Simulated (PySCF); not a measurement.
# C4H3AlN2: core-level calculation

System: C4H3AlN2, SMILES C#[N+][AlH2-][C]#CC#N.
Method: delta-SCF UKS SCAN, pcX-2 on the ionised atom, pcseg-1 elsewhere, spin-free X2C (PySCF 2.14.0).

Figures and captions count atoms from 1; the log counts them from 0 in places.

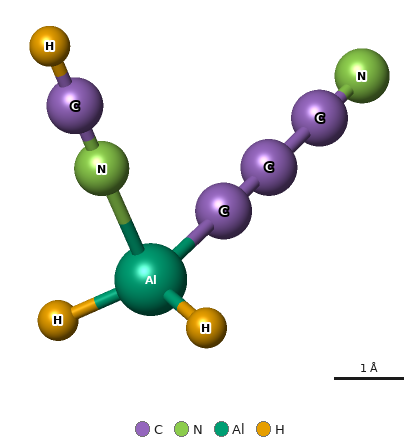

The structure as given in the input (ball-and-stick view, seen at a tilt). Sticks mark near contacts.

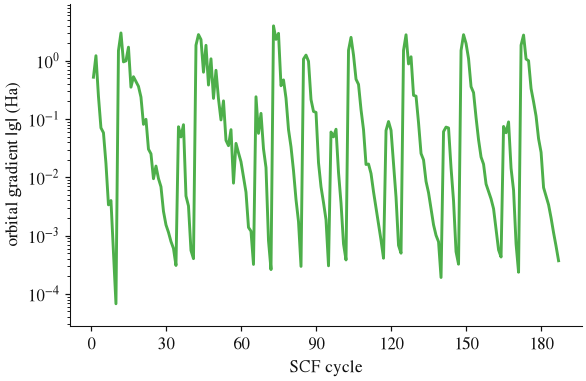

Convergence of the self-consistent field: orbital gradient |g| against the SCF cycle. All cycles printed in the log are drawn one after another.

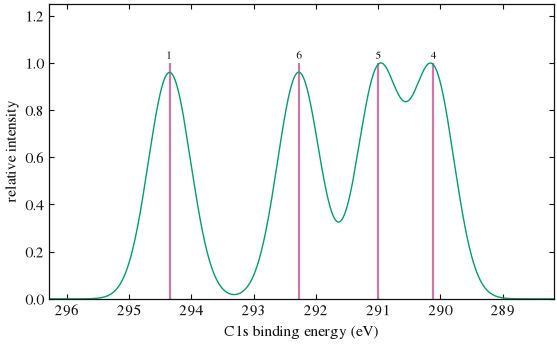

C1s binding energies by ΔSCF of the atoms computed, labelled by atom number, with a Gaussian envelope of 0.8 eV full width. They run from 290.12 eV (atom 4) to 294.35 eV (atom 1).

The input and output of the run follow.

Input file
```
{"job": {"kind": "xps"}, "charge": 0, "multiplicity": 1}
C     -1.124328     2.533519    -0.235373
N     -1.254176     1.421512     0.014141
Al    -1.455072    -0.570734     0.460308
C      0.458787    -0.985640     0.454640
C      1.659891    -1.236645     0.447141
C      3.007104    -1.509259     0.436550
N      4.149524    -1.731349     0.425183
H     -0.997370     3.582319    -0.470930
H     -2.263404    -1.058782    -0.818309
H     -2.131622    -0.465390     1.894693
```

The first line tells a small driver script what to run in PySCF; the rest is the geometry in Å.

Command:
```bash
OMP_NUM_THREADS=1 python <driver script> task.json out
```

The program's output
```
ground state, core basis on atom 0 (C), 148 functions
  cycle   1  E = -506.31969036  |g| = 5.22e-01
  cycle   2  E = -506.03588004  |g| = 1.22e+00
  cycle   3  E = -506.37895218  |g| = 2.45e-01
  cycle   4  E = -506.39360025  |g| = 7.05e-02
  cycle   5  E = -506.39397797  |g| = 5.82e-02
  cycle   6  E = -506.39479865  |g| = 1.73e-02
  cycle   7  E = -506.39488986  |g| = 3.37e-03
  cycle   8  E = -506.39488801  |g| = 3.99e-03
  cycle   9  E = -506.39489064  |g| = 5.13e-04
  cycle  10  E = -506.39489159  |g| = 6.76e-05
  E(ground) = -506.43846396 Eh
hole in C 1s of atom 0
[... 24 cycles left out ...]
  E(ion) = -495.62127869 Eh   <S^2> = 1.1286   hole on atom = 1.000   binding energy = 294.351 eV
ground state, core basis on atom 1 (N), 148 functions
[... 7 cycles left out ...]
  E(ground) = -506.44717260 Eh
hole in N 1s of atom 1
[... 24 cycles left out ...]
  E(ion) = -491.45632108 Eh   <S^2> = 1.2479   hole on atom = 1.000   binding energy = 407.922 eV
ground state, core basis on atom 2 (Al), 159 functions
[... 7 cycles left out ...]
  E(ground) = -506.46721435 Eh
hole in Al 1s of atom 2
[... 12 cycles left out ...]
  E(ion) = -448.89296238 Eh   <S^2> = 0.7519   hole on atom = 1.000   binding energy = 1566.675 eV
hole in Al 2p of atom 2
[... 11 cycles left out ...]
  E(ion) = -503.51065830 Eh   <S^2> = 0.7512   hole on atom = 1.003   binding energy = 80.452 eV
  2p3/2 = 80.067 eV   2p1/2 = 80.580 eV
ground state, core basis on atom 3 (C), 148 functions
[... 7 cycles left out ...]
  E(ground) = -506.43774353 Eh
hole in C 1s of atom 3
[... 15 cycles left out ...]
  E(ion) = -495.77601334 Eh   <S^2> = 0.9272   hole on atom = 1.000   binding energy = 290.120 eV
ground state, core basis on atom 4 (C), 148 functions
[... 7 cycles left out ...]
  E(ground) = -506.43922038 Eh
hole in C 1s of atom 4
[... 16 cycles left out ...]
  E(ion) = -495.74528150 Eh   <S^2> = 0.8678   hole on atom = 1.000   binding energy = 290.997 eV
ground state, core basis on atom 5 (C), 148 functions
[... 7 cycles left out ...]
  E(ground) = -506.44040998 Eh
hole in C 1s of atom 5
[... 17 cycles left out ...]
  E(ion) = -495.69943444 Eh   <S^2> = 0.8995   hole on atom = 1.000   binding energy = 292.277 eV
ground state, core basis on atom 6 (N), 148 functions
[... 7 cycles left out ...]
  E(ground) = -506.44568149 Eh
hole in N 1s of atom 6
[... 6 cycles left out ...]
  cycle   7  E = -491.52967189  |g| = 1.12e-01
  cycle   8  E = -491.53598440  |g| = 4.59e-02
  cycle   9  E = -491.53697904  |g| = 2.69e-02
  cycle  10  E = -491.53744632  |g| = 6.66e-03
  cycle  11  E = -491.53757077  |g| = 4.72e-03
  cycle  12  E = -491.53767619  |g| = 3.38e-03
  cycle  13  E = -491.53770548  |g| = 2.01e-03
  cycle  14  E = -491.53771566  |g| = 1.12e-03
  cycle  15  E = -491.53771934  |g| = 6.57e-04
  cycle  16  E = -491.53772122  |g| = 3.70e-04
  E(ion) = -491.57852697 Eh   <S^2> = 0.8513   hole on atom = 1.000   binding energy = 404.556 eV
```

Results in brief

| quantity | value |
| --- | --- |
| outcome | converged |
| hardware | 1 CPU thread, shared host |
| wall time | 55 s |
| peak memory | 0.55 GiB |

Remarks

The core-hole state is spin-contaminated.
